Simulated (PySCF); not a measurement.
**CBr₂: singlet, from a bent start**

Aim: relax CBr₂ as a singlet from a bent start, check by its vibrations whether the end is a minimum, and collect its spectrum and constants.

Computed with PySCF 2.14.0. Level: PBE0, basis C def2-TZVP, Br def2-TZVP, no relativity, density fitting.

## (1) The starting structure

3 atoms, charge 0, spin multiplicity 1.

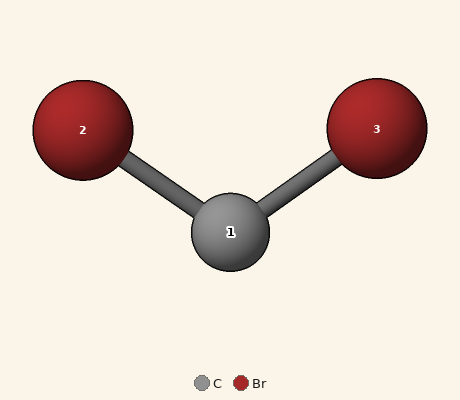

As it starts; carbon grey, bromine red; atoms are numbered from 1 in the order of the file.

Z-matrix (Å, degrees; charge 0 multiplicity 1):
```
C
Br 1 1.8900
Br 1 1.8900 2 110.00
```

## (2) Finding the electronic state

One driver script runs all steps and calls PySCF; scf.py shows how it sets up the SCF of each step. The optimiser is the driver's own. After this first run the driver tries any further starts and a stability analysis.

The input, scf.py:

```python
from pyscf import gto, scf, dft
mol = gto.M(atom='''
C      0.000000     0.000000     0.000000
Br     1.548200     0.000000     1.084100
Br    -1.548200     0.000000     1.084100''',
    basis={'C': 'def2-TZVP', 'Br': 'def2-TZVP'},
    charge=0, spin=0)
mf = dft.RKS(mol, xc='PBE0')
mf.grids.atom_grid = (50, 194)
aux = {'C': 'def2-universal-JKFIT', 'Br': 'def2-universal-JKFIT'}
mf = mf.density_fit(auxbasis=aux)
mf.conv_tol = 1e-08
mf.diis_space = 10
mf.max_cycle = 60
mf.init_guess = 'minao'
mf.verbose = 4
mf.kernel()
```

Launch:

```console
$ OMP_NUM_THREADS=4 python axn.py task.json out
```

Log:

```text
init E= -5183.7621680654
  HOMO = -0.243098101560424  LUMO = -0.136588207261767  gap/eV = 2.89828
cycle= 1 E= -5185.63467619369  delta_E= -1.87  |g|= 0.481  |ddm|= 1.88
  HOMO = -0.314443971769398  LUMO = -0.202509006457035  gap/eV = 3.04591
cycle= 2 E= -5185.5170301167  delta_E= 0.118  |g|= 0.775  |ddm|= 0.78
  HOMO = -0.259264726552804  LUMO = -0.119915239558285  gap/eV = 3.79189
cycle= 3 E= -5185.66085568752  delta_E= -0.144  |g|= 0.245  |ddm|= 0.68
  HOMO = -0.271179120543998  LUMO = -0.133992789675013  gap/eV = 3.73303
cycle= 4 E= -5185.67320664695  delta_E= -0.0124  |g|= 0.0238  |ddm|= 0.186
  HOMO = -0.272188663472797  LUMO = -0.132832924824363  gap/eV = 3.79206
cycle= 5 E= -5185.67334327517  delta_E= -0.000137  |g|= 0.00333  |ddm|= 0.0197
  HOMO = -0.271664857652432  LUMO = -0.13223702247619  gap/eV = 3.79402
cycle= 6 E= -5185.67334663778  delta_E= -3.36e-06  |g|= 0.000868  |ddm|= 0.00438
  HOMO = -0.271630430877227  LUMO = -0.132218502598882  gap/eV = 3.79359
cycle= 7 E= -5185.67334693605  delta_E= -2.98e-07  |g|= 0.000249  |ddm|= 0.00117
  HOMO = -0.271662029687679  LUMO = -0.132243513622587  gap/eV = 3.79377
cycle= 8 E= -5185.67334696963  delta_E= -3.36e-08  |g|= 3.34e-05  |ddm|= 0.000591
  HOMO = -0.271659202635838  LUMO = -0.132240974048027  gap/eV = 3.79376
cycle= 9 E= -5185.67334697001  delta_E= -3.79e-10  |g|= 1.19e-05  |ddm|= 5.31e-05
  HOMO = -0.271658739426861  LUMO = -0.132240331953984  gap/eV = 3.79377
Extra cycle  E= -5185.67334697003  delta_E= -1.73e-11  |g|= 8.13e-06  |ddm|= 1.61e-05
converged SCF energy = -5185.67334697003
```

This step, with its further starts and checks, ran for 9.3 s (4 threads of Arm Neoverse V2, shared host).

Energies from each starting density:

```
                      start   energy (Eh)
    the minimal-basis guess  -5185.673347
a thermally smeared density  -5185.673347
      a smeared PBE density  -5185.673347
```

The test of internal stability and the other starts found no lower closed-shell solution.

## (3) Relaxing the singlet from the bent start

The program finds C2v symmetry in the start, which this walk keeps.

Changes to scf.py since step 2:

```diff
@@ -3,3 +3,3 @@
-C      0.000000     0.000000     0.000000
-Br     1.548200     0.000000     1.084100
-Br    -1.548200     0.000000     1.084100''',
+C      0.000000     0.000000    -1.007502
+Br     1.548200     0.000000     0.076598
+Br    -1.548200     0.000000     0.076598''',
@@ -15 +14,0 @@
-mf.init_guess = 'minao'
```

Steps of the walk:

```csv
step,energy (Eh),change (kJ/mol),largest symmetric gradient (Eh/bohr)
0,-5185.673347,0.00,0.00455
1,-5185.673434,-0.23,0.00119
2,-5185.673443,-0.25,0.00009
3,-5185.673443,-0.25,0.00002
```

The walk took 6.6 s.

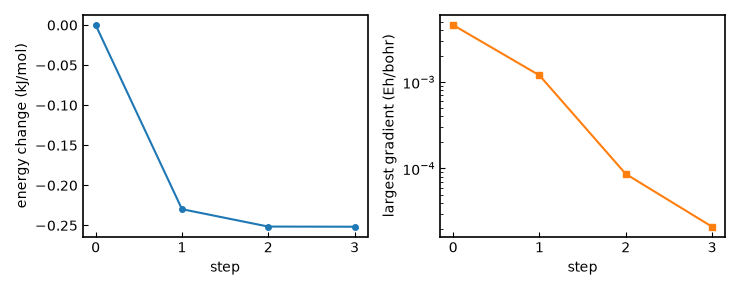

Energy and largest gradient along the walk.

End point (C2v, 3 steps, 0.3 kJ/mol gained): C–Br 1.878 Å (×2); Br–C–Br 110.2°.

## (4) Is it a minimum? Harmonic modes

The point is checked on the finer grid, and tightened if its gradient asks for it. The Hessian and the dipole derivatives come from central differences of analytic gradients, with steps of 0.02 bohr.

Changes to scf.py since step 3:

```diff
@@ -3,3 +3,3 @@
-C      0.000000     0.000000    -1.007502
-Br     1.548200     0.000000     0.076598
-Br    -1.548200     0.000000     0.076598''',
+C      0.000000     0.000000    -0.998020
+Br     1.540547     0.000000     0.075877
+Br    -1.540547     0.000000     0.075877''',
@@ -9 +9 @@
-mf.grids.atom_grid = (50, 194)
+mf.grids.atom_grid = (75, 302)
@@ -12 +12 @@
-mf.conv_tol = 1e-08
+mf.conv_tol = 1e-10
```

This SCF starts from the last density.

SCF at the final geometry:

```text
init E= -5185.67329906766
  HOMO = -0.269300757946226  LUMO = -0.130576248522789  gap/eV = 3.77489
cycle= 1 E= -5185.67329906764  delta_E= 2.27e-11  |g|= 1.13e-06  |ddm|= 1.42e-06
  HOMO = -0.269301025443102  LUMO = -0.130576598084382  gap/eV = 3.77488
Extra cycle  E= -5185.67329906763  delta_E= 1.46e-11  |g|= 2.07e-06  |ddm|= 2.33e-06
converged SCF energy = -5185.67329906763
```

The whole step took 22 s.

Geometry: C2v; C–Br 1.878 Å (×2); Br–C–Br 110.2°.

Harmonic modes (main isotopes):

```json
{"symmetry": "a1", "ω (cm⁻¹)": "201", "IR (km/mol)": "0.5", "μ (u)": "62.11"}
{"symmetry": "a1", "ω (cm⁻¹)": "615", "IR (km/mol)": "13.4", "μ (u)": "13.35"}
{"symmetry": "b2", "ω (cm⁻¹)": "680", "IR (km/mol)": "312", "μ (u)": "13.13"}
```

Every mode is real; the point is a minimum.

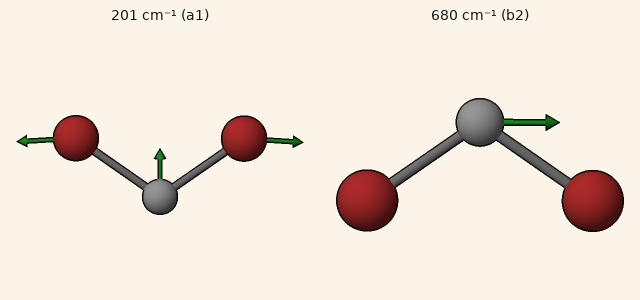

How the atoms move in 2 of the modes.

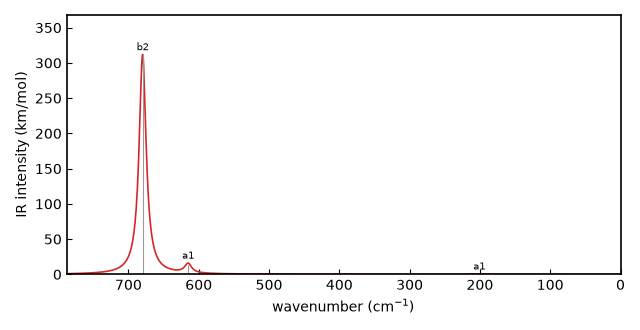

The harmonic infrared spectrum (widths in cm⁻¹). Lines are broadened to a width of 12 cm⁻¹ (Lorentzian).

Constants and moments:

```yaml
Dipole_moment: 1.17 D
Highest_occupied_level: -7.33 eV
Lowest_empty_level: -3.55 eV
Rotational_constants: 1.311, 0.045, 0.04351 cm⁻¹
Zero-point_energy: 8.9 kJ/mol
Principal_polarisabilities: 34.3, 44.2, 82.0 bohr³
Atomisation_energy_without_zero-point_energy: 641 kJ/mol
Principal_traceless_quadrupole_moments_about_the_centre_of_mass: -4.56, 0.91, 3.66 D Å
Entropy_at_298.15_K_and_1_bar: 287.7 J/(mol K)
Heat_capacity_Cp_at_298.15_K: 48.8 J/(mol K)
Enthalpy_at_298.15_K_above_0_K: 12.10 kJ/mol
Rotational_symmetry_number: 2
```

Charges (e) and bond orders:

```tsv
atom	Mulliken	Löwdin	polar tensor	Mayer order to C1
C1	-0.14	-0.71	0.66	–
Br2,3	0.07	0.36	-0.33	1.35
```

Mulliken populations on C1: s 3.82, p 2.20, d 0.11, f 0.01.

## (5) A spin-polarised start

A stability analysis found the closed shell of the lowest minimum unstable towards spin polarisation, so the unrestricted solution is followed.

The program finds C2v symmetry in the start, which may break. Threshold on the gradient: 0.0003 Eh/bohr, with a further test on the energy change.

Changes to scf.py since step 4:

```diff
@@ -8,2 +8,2 @@
-mf = dft.RKS(mol, xc='PBE0')
-mf.grids.atom_grid = (75, 302)
+mf = dft.UKS(mol, xc='PBE0')
+mf.grids.atom_grid = (50, 194)
@@ -12 +12 @@
-mf.conv_tol = 1e-10
+mf.conv_tol = 1e-08
```

The optimiser's trace:

| step | energy (Eh) | change (kJ/mol) | largest gradient (Eh/bohr) |
| --- | --- | --- | --- |
| 0 | -5185.673586 | 0.00 | 0.00217 |
| 1 | -5185.673612 | -0.07 | 0.00046 |
| 2 | -5185.673614 | -0.07 | 0.00004 |

The walk took 9.1 s.

Geometry (Å) and forces (eV/Å) at some steps:

```
step 0
C    0.000   0.000  -0.998   0.000   0.000   0.112
Br   1.541   0.000   0.076   0.007   0.000  -0.056
Br  -1.541   0.000   0.076  -0.007   0.000  -0.056
step 1
C    0.000   0.000  -0.991   0.000   0.000   0.023
Br   1.544   0.000   0.073   0.006   0.000  -0.012
Br  -1.544   0.000   0.073  -0.006   0.000  -0.012
step 2
C    0.000   0.000  -0.989   0.000   0.000  -0.001
Br   1.545   0.000   0.072   0.002   0.000   0.001
Br  -1.545   0.000   0.072  -0.002   0.000   0.001
```

It settles in C2v symmetry, 0.1 kJ/mol below the start, after 2 steps: C–Br 1.874 Å (×2); Br–C–Br 111.1°.

## (6) Hessian and properties

As before: finer grid, then central differences.

Changes to scf.py since step 5:

```diff
@@ -3,3 +3,3 @@
-C      0.000000     0.000000    -0.998020
-Br     1.540547     0.000000     0.075877
-Br    -1.540547     0.000000     0.075877''',
+C     -0.000000     0.000000    -0.985832
+Br     1.545462    -0.000000     0.074951
+Br    -1.545462     0.000000     0.074951''',
@@ -9 +9 @@
-mf.grids.atom_grid = (50, 194)
+mf.grids.atom_grid = (75, 302)
@@ -12 +12 @@
-mf.conv_tol = 1e-08
+mf.conv_tol = 1e-10
```

SCF at the final geometry:

```text
init E= -5185.67347116592
[... the frontier-level lines of each cycle are left out ...]
cycle= 1 E= -5185.67347116592  delta_E= -1.82e-12  |g|= 7.39e-06  |ddm|= 1.01e-05
Extra cycle  E= -5185.67347116583  delta_E= 9.28e-11  |g|= 1.61e-05  |ddm|= 1.94e-05
converged SCF energy = -5185.67347116583  <S^2> = 0.12637688  2S+1 = 1.2269913
```

The whole step ran for 43 s (4 threads of Arm Neoverse V2, shared host).

Geometry: C2v; C–Br 1.874 Å (×2); Br–C–Br 111.1°.

Harmonic modes (main isotopes):

| ω (cm⁻¹) | IR (km/mol) | μ (u) |
| --- | --- | --- |
| 192 | 1.0 | 57.48 |
| 582 | 4.2 | 13.58 |
| 691 | 305 | 13.12 |

Every mode is real; the point is a minimum.

The SCF density has lower symmetry than the nuclear frame, so the modes carry no labels.

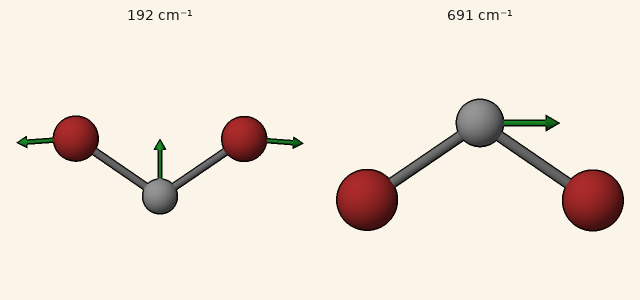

How the atoms move in 2 of the modes.

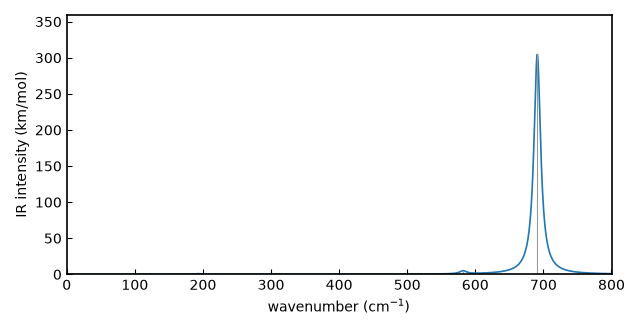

The harmonic infrared spectrum (widths in cm⁻¹). Lines are broadened to a width of 12 cm⁻¹ (Lorentzian).

Constants and moments:

| Quantity | Value |
| --- | --- |
| Dipole moment | 1.11 D |
| Highest occupied level | -7.35 eV |
| Lowest empty level | -3.44 eV |
| Rotational constants | 1.343, 0.04472, 0.04328 cm⁻¹ |
| Zero-point energy | 8.8 kJ/mol |
| Principal polarisabilities | 34.3, 45.3, 81.6 bohr³ |
| Atomisation energy without zero-point energy | 641 kJ/mol |
| Principal traceless quadrupole moments about the centre of mass | -4.31, 0.69, 3.62 D Å |
| Entropy at 298.15 K and 1 bar | 288.2 J/(mol K) |
| Heat capacity Cp at 298.15 K | 49.0 J/(mol K) |
| Enthalpy at 298.15 K above 0 K | 12.17 kJ/mol |
| Rotational symmetry number | 2 |
| Spin squared ⟨S²⟩ | 0.126 |

Populations by atom (charges in e):

```csv
atom,Mulliken,Löwdin,polar tensor,spin (Mulliken),Mayer order to C1
C1,-0.14,-0.71,0.60,0.00,–
"Br2,3",0.07,0.36,-0.30,0.00,1.34
```

Outer orbital energies (eV). α occupied: -22.40, -16.52, -12.18, -10.96, -10.66, -9.16, -8.60, -7.35; empty: -3.44, -0.80, 0.69, 3.14. β occupied: -22.40, -16.52, -12.18, -10.96, -10.66, -9.16, -8.60, -7.35; empty: -3.44, -0.80, 0.69, 3.14.

Mulliken populations on C1: s 3.79, p 2.23, d 0.11, f 0.01.

## (7) All stationary points

| spin | group | bonds | imaginary modes (cm⁻¹) | ΔE (kJ/mol) | with zero-point energy |
| --- | --- | --- | --- | --- | --- |
| broken-symmetry (Ms = 0) | C2v (density of lower symmetry) | C–Br 1.874 Å (×2) | none | 0.0 | 0.0 |
| singlet | C2v | C–Br 1.878 Å (×2) | none | 0.5 | 0.6 |

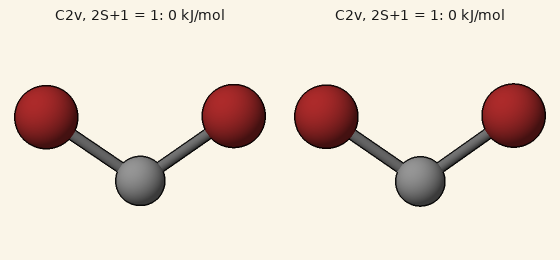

The points, lowest first (carbon grey, bromine red).

## (8) What came out

```
                                          quantity                              value
                                           minimum      broken-symmetry (Ms = 0), C2v
                                          geometry  C–Br 1.874 Å (×2); Br–C–Br 111.1°
                                wavenumbers (cm⁻¹)                      192, 582, 691
                                     dipole moment                             1.11 D
highest occupied, lowest empty level (either spin)                    -7.35, -3.44 eV
                         polar-tensor charge of C1                            +0.60 e
                                 zero-point energy                         8.8 kJ/mol
                               entropy at 298.15 K                    288.2 J/(mol K)
         atomisation energy (no zero-point energy)                         641 kJ/mol
                                              ⟨S²⟩                              0.126
```

In words: The molecule stays C2v, as typed, and the end point is a minimum. In the infrared the band at 691 cm⁻¹ leads. Only this shape and spin were tried, so other structures or states may lie lower. The SCF density has lower symmetry than the nuclear frame.

The search up to here took 97 s.
